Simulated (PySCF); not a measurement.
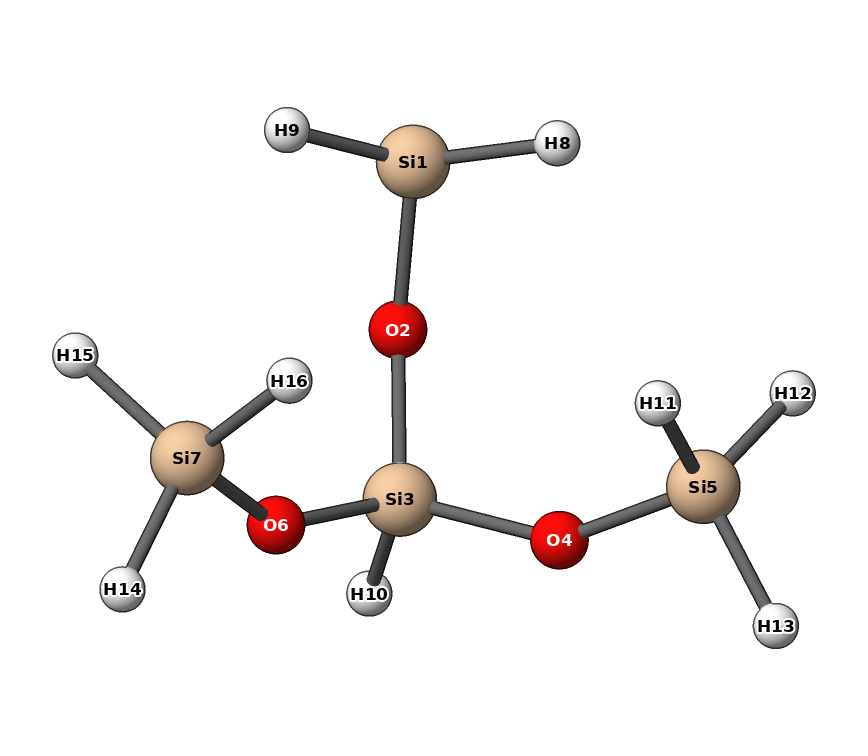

The questions are on Mulliken spin populations. Charge 0, doublet. Computed geometry: GFN2-xTB optimisation. No frequency run is at hand to confirm it as a minimum. Method: UKS B3LYP, pcH-1 on H O Si, non-relativistic (PySCF 2.14.0).

List the Mulliken spin populations.

| atom | value (e) |
| --- | --- |
| Si1 | 0.91 |
| O2 | 0.03 |
| Si3 | 0.00 |
| O4 | 0.00 |
| Si5 | 0.00 |
| O6 | 0.00 |
| Si7 | 0.00 |
| H8 | 0.03 |
| H9 | 0.03 |
| H10 | 0.00 |
| H11 | 0.00 |
| H12 | 0.00 |
| H13 | 0.00 |
| H14 | 0.00 |
| H15 | 0.00 |
| H16 | 0.00 |

Mulliken values depend strongly on the basis set. The geometry is semi-empirical. Around Si such bond lengths and angles can be off by a tenth of an ångström or more and by several degrees, and values that hang on the shape move with them.
